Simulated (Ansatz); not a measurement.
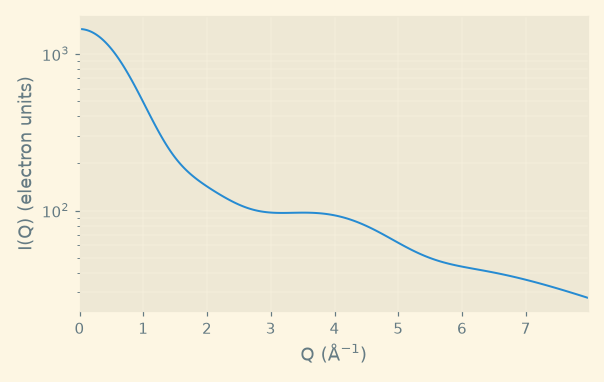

Elastic X-ray scattering of a randomly oriented, rigid molecule, calculated with the Debye equation from neutral-atom form factors (independent atoms, no Compton part, no vibration). The geometry is the end point of an optimisation (Ansatz 0.2.0, RKS LDA/def2-SVP); it may be a saddle point or a higher isomer. It contains B, Al, C, O, H.

Q: How many electrons does the independent-atom model of the molecule hold?

A: I(0) is the square of the electron number: I(0) = 1440, so about 38 electrons, the count of CH6AlBO.

Q: What radius of gyration does the initial fall-off give?

A: From I(Q) ≈ I(0) exp(−Q²R²/3) at small Q, R ≈ 1.89 Å. It is larger than the electron-weighted radius of the nuclear positions alone (1.71 Å), because each atom's electron cloud adds to it.
